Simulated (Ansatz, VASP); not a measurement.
# NbSi in two plane-wave programs, part 2 of 2

One calculation is typed for both programs; each brings its own data sets. How far apart do they land? The cell is invented: As first built, before any earlier steps moved the atoms (in the runner's words): it takes the TaC structure with all of its atoms replaced by other elements, volume scaled by an estimate. It may not be a known or stable phase. The cell is taken from a series of VASP runs on this material, whose earlier steps may have relaxed, scaled or displaced it; both programs get it as it stands. Other levels of theory on this material are compared in a session of their own. Valence electrons are named where the data sets of a main pair hold unlike numbers.

VASP 6.6.1 and Ansatz 0.2.0.

So far. Step 3 (VASP: band structure, PBEsol): At this level the cell is under a tension of 4.0 GPa, so at these settings it is away from equilibrium.

## Step 5: VASP: band structure, r2SCAN

Level of this step: r2SCAN; plane waves and PAW (Nb_sv, Si); invented cell (VASP).

With cell and atoms fixed, the geometry can't cause a difference; cores, projectors, grids and the points listed under the comparison can.

File INCAR:

```
SYSTEM = NbSi
PREC = Accurate
ENCUT = 400
EDIFF = 1E-06
NELM = 100
ISMEAR = 0
SIGMA = 0.02
LREAL = .FALSE.
ALGO = Normal
METAGGA = R2SCAN
LASPH = .TRUE.
LORBIT = 11
LWAVE = .FALSE.
LCHARG = .FALSE.
KPAR = 4
```

File POSCAR:

```
NbSi
1.0
    0.0000000000      2.5712175395      2.5712175395
    2.5712175395      0.0000000000      2.5712175395
    2.5712175395      2.5712175395      0.0000000000
Nb Si
1 1
Direct
    0.0000000000      0.0000000000      0.0000000000
    0.5000000000      0.5000000000      0.5000000000
```

File KPOINTS:

```
Automatic mesh
0
Gamma
5 5 5
0 0 0
```

File KPOINTS_OPT:

```
Line mode
16
Line-mode
Reciprocal
  0.00000000   0.00000000   0.00000000 GAMMA
  0.50000000   0.00000000   0.50000000 X

  0.50000000   0.00000000   0.50000000 X
  0.50000000   0.25000000   0.75000000 W

  0.50000000   0.25000000   0.75000000 W
  0.37500000   0.37500000   0.75000000 K

  0.37500000   0.37500000   0.75000000 K
  0.00000000   0.00000000   0.00000000 GAMMA

  0.00000000   0.00000000   0.00000000 GAMMA
  0.50000000   0.50000000   0.50000000 L

  0.50000000   0.50000000   0.50000000 L
  0.62500000   0.25000000   0.62500000 U

  0.62500000   0.25000000   0.62500000 U
  0.50000000   0.25000000   0.75000000 W

  0.50000000   0.25000000   0.75000000 W
  0.50000000   0.50000000   0.50000000 L

  0.50000000   0.50000000   0.50000000 L
  0.37500000   0.37500000   0.75000000 K

  0.62500000   0.25000000   0.62500000 U
  0.50000000   0.00000000   0.50000000 X
```

PAW data sets: Nb_sv and Si (PBE family, release 64).

Command:

```
$ mpirun -np 4 vasp_std
```

Numbers of over 12 decimals in the logs are rounded to 6 here.

The program printed:

```text
[banner, memory and clock lines left out]
running    4 mpi-ranks, on    1 nodes
[...]
[... a notice as in an earlier step ...]

 LDA part: xc-table for (None), standard interpolation
 POSCAR, INCAR and KPOINTS ok, starting setup
[...]
entering main loop
       N       E                     dE             d eps       ncg     rms          rms(c)
DAV:   1     0.802953146913E+02    0.80295E+02   -0.81225E+03   240   0.114E+03
DAV:   2    -0.351862486323E+02   -0.11548E+03   -0.11165E+03   288   0.392E+02
DAV:   3    -0.411140325145E+02   -0.59278E+01   -0.57392E+01   400   0.672E+01
DAV:   4    -0.415097500496E+02   -0.39572E+00   -0.39228E+00   320   0.156E+01
[...]
DAV:  10    -0.340763037928E+02   -0.21084E-03   -0.63912E-04   284   0.317E-01    0.109E-01
DAV:  11    -0.340762567182E+02    0.47075E-04   -0.99037E-05   280   0.136E-01    0.170E-02
DAV:  12    -0.340762562710E+02    0.44720E-06   -0.62634E-06   384   0.256E-02
   1 F= -.34076256E+02 E0= -.34075867E+02  d E =-.778892E-03
 Start KPOINTS_OPT (optional k-point list driver)
k-point batch [1-10\160]
       N       E                     dE             ncg
DAV:   1    -0.400170998107E+03   -0.20161E+04      240
DAV:   2    -0.165791246224E+04   -0.12577E+04      300
DAV:   3    -0.171491562496E+04   -0.57003E+02      388
DAV:   4    -0.171742077507E+04   -0.25052E+01      352
[...]
DAV:   8    -0.171750353436E+04   -0.14040E-04      236
DAV:   9    -0.171750353598E+04   -0.16193E-05      228
DAV:  10    -0.171750353618E+04   -0.19276E-06      204
[...]
k-point batch [151-160\160]
       N       E                     dE             ncg
DAV:   1    -0.575142556701E+03   -0.62933E+04      248
DAV:   2    -0.168429642018E+04   -0.11092E+04      308
DAV:   3    -0.172565245329E+04   -0.41356E+02      352
DAV:   4    -0.172823121170E+04   -0.25788E+01      380
DAV:   5    -0.172831283057E+04   -0.81619E-01      352
DAV:   6    -0.172831589058E+04   -0.30600E-02      388
DAV:   7    -0.172831595713E+04   -0.66548E-04      360
DAV:   8    -0.172831596134E+04   -0.42101E-05      320
DAV:   9    -0.172831596155E+04   -0.20764E-06      204
```

From OUTCAR (step 5):

```text
  Total       -0.0887693     -0.0887693     -0.0887693      0.0000000      0.0000000      0.0000000
  in kB       -4.1833755     -4.1833755     -4.1833755      0.0000000      0.0000000      0.0000000
  external PRESSURE =      -4.1833755 kB  Pullay stress =       0.0000000 kB

 POSITION                                       TOTAL-FORCE (eV/Angst)
 -----------------------------------------------------------------------------------
      0.00000      0.00000      0.00000        -0.000000      0.000000      0.000000
      2.57122      2.57122      2.57122         0.000000     -0.000000     -0.000000
 -----------------------------------------------------------------------------------
    total drift:                                0.000000     -0.000000     -0.000000

  FREE ENERGIE OF THE ION-ELECTRON SYSTEM (eV)
  ---------------------------------------------------
  free  energy   TOTEN  =       -34.0762562710 eV

  energy  without entropy=      -34.0754773787  energy(sigma->0) =      -34.07586682

[... 2 parts as in an earlier step ...]

[... 1 further part left out ...]
[key lines of the parts left out:]
E-fermi :  10.1196
```

The run ends at a pressure of -0.42 GPa.

## Step 6: Ansatz: band structure, r2SCAN

The same cell, functional, mesh and smearing now go to Ansatz, which takes its cutoff from its data sets.

The cell is taken from a series of VASP runs on this material, whose earlier steps may have relaxed, scaled or displaced it; both programs get it as it stands.

File input.yaml:

```yaml
crystal:
  lattice:
    - [0.0, 2.5712175395, 2.5712175395]
    - [2.5712175395, 0.0, 2.5712175395]
    - [2.5712175395, 2.5712175395, 0.0]
  atoms:
    - { symbol: Nb, position: [0.0, 0.0, 0.0] }
    - { symbol: Si, position: [0.5, 0.5, 0.5] }
hamiltonian:
  xc: r2scan
  pseudopotentials: { kind: paw }
kpoints:
  mp_grid: { grid: [5, 5, 5] }
  band_path:
    path:
      - [0.0, 0.0, 0.0]
      - [0.16667, 0.0, 0.16667]
      - [0.33333, 0.0, 0.33333]
      - [0.5, 0.0, 0.5]
      - [0.5, 0.08333, 0.58333]
      - [0.5, 0.18333, 0.68333]
      - [0.5, 0.25, 0.75]
      - [0.45, 0.3, 0.75]
      - [0.40833, 0.34167, 0.75]
      - [0.35, 0.35, 0.7]
      - [0.225, 0.225, 0.45]
      - [0.075, 0.075, 0.15]
      - [0.03333, 0.03333, 0.03333]
      - [0.23333, 0.23333, 0.23333]
      - [0.4, 0.4, 0.4]
      - [0.51667, 0.46667, 0.51667]
      - [0.55833, 0.38333, 0.55833]
      - [0.60833, 0.28333, 0.60833]
      - [0.60833, 0.25, 0.64167]
      - [0.55833, 0.25, 0.69167]
      - [0.51667, 0.25, 0.73333]
      - [0.5, 0.3, 0.7]
      - [0.5, 0.38333, 0.61667]
      - [0.5, 0.48333, 0.51667]
      - [0.475, 0.475, 0.55]
      - [0.425, 0.425, 0.65]
      - [0.38333, 0.38333, 0.73333]
      - [0.59167, 0.18333, 0.59167]
      - [0.55, 0.1, 0.55]
      - [0.5, 0.0, 0.5]
    npoints: 1
scf:
  occupations: { method: gaussian, width: 0.02 }
  n_extra_bands: 7
output:
  forces: true
  stress: true
  eigenvalues: true
  write_density: true
  write_potential: true
  elf: true
  volumetric_format: npy
```

Command:

```
$ ansatz run input.yaml --threads 2 --pin off --max-ram 4608MiB --backend cpu --events-out ev --progress --plain --runs-dir out
```

The program printed:

```text
[...]
Crystal: 2 atoms, lattice volume = 33.997 Å³
Basis set: ecut = 500 eV, 869 PW (Γ), exchange–correlation on 108×108×108 points (64 copies of the dense FFT grid, shifted against one another)
Bands: 16, of which v1, the nominal top of the filled ones, is band 9 counted from 1 (8 counted from 0)
Symmetry: 48 space group operations
[...]
k-points: 10 of 125
[...]
k-point 0: bands = [... 5 lower, 12.8079, 12.8079, 12.8079, 13.2012, 13.2012, 16.5454, 16.5454, 16.5454, ... 3 higher]
  k-point 1: bands = [... 5 lower, 11.4225, 11.8638, 11.8638, 13.5574, 13.5574, 16.1325, 18.7214, 18.7214, ... 3 higher]
  k-point 2: bands = [... 5 lower, 8.7256, 10.7401, 10.7401, 15.1045, 15.1045, 16.4759, 19.6241, 21.4611, ... 3 higher]
  k-point 9: bands = [... 5 lower, 9.6034, 10.4562, 11.1776, 14.8903, 15.7539, 16.3799, 16.8589, 18.9069, ... 3 higher]
[key lines of the parts left out:]
SCF converged after 6 iterations
Free energy (F): -5203.152485 eV
Fermi energy:    13.834420 eV
P = ⅓ Tr σ = -0.0572 GPa (-0.572 kbar)
```

It took 2.6 s on 2 threads of Arm Neoverse N1, shared host; peak memory 0.35 GiB; 4.3 s of CPU time.

## Step 7: Comparison

What differs besides the data sets and the points named for the pairs above, as far as they apply: VASP keeps PBE cores, Ansatz makes them for the functional; the cutoff is 500 eV in Ansatz and 400 eV in VASP. Total energies have different zeros and are not compared.

Compared:

| quantity | Ansatz | VASP | difference |
| --- | --- | --- | --- |
| pressure (GPa) | -0.06 | -0.42 | +0.36 |

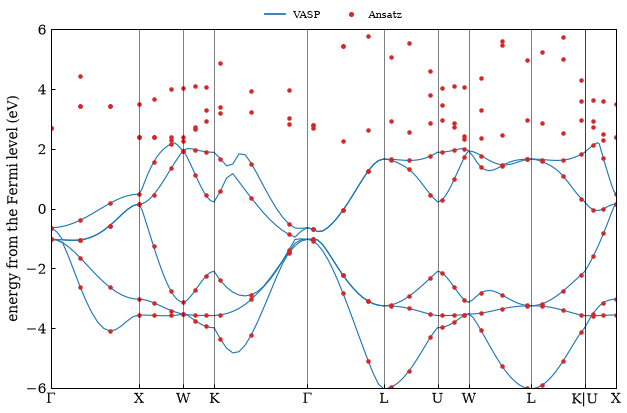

Bands from VASP (lines) and levels from Ansatz (dots). Dots without a line are higher empty bands that the VASP plot leaves out.

Levels from 3 eV below to 2 eV above the Fermi level differ by 3 meV r.m.s. and 6 meV at most; each VASP level is matched to the nearest of Ansatz, which flatters the figure a little.

## Step 8: Summary of results

| Property | Result |
| --- | --- |
| r.m.s. difference of levels near the Fermi level (band structure, PBEsol) | 1.3 meV |
| r.m.s. difference of levels near the Fermi level (band structure, r2SCAN) | 2.8 meV |

What this shows: The r.m.s. difference of levels near the Fermi level is 2.8 meV (band structure, r2SCAN), within the 80 meV picked in this series as the mark of a large difference. 3 further runs of this series are not shown here. How closely two codes agree says nothing of how well the functional describes the real material.

[Lines on the potential files, build, host, timing and source positions are cut from VASP's logs without a mark.]

[Logs are printed without paths, hosts, clocks, repeated set-up lines and the standing remarks that a program may print on its own settings, such as how far it seeks lower states.]

[Hosts, paths, dates, database ids (printed as entryN), source tags and the programs' standing remarks are cut or masked in the printed files.]
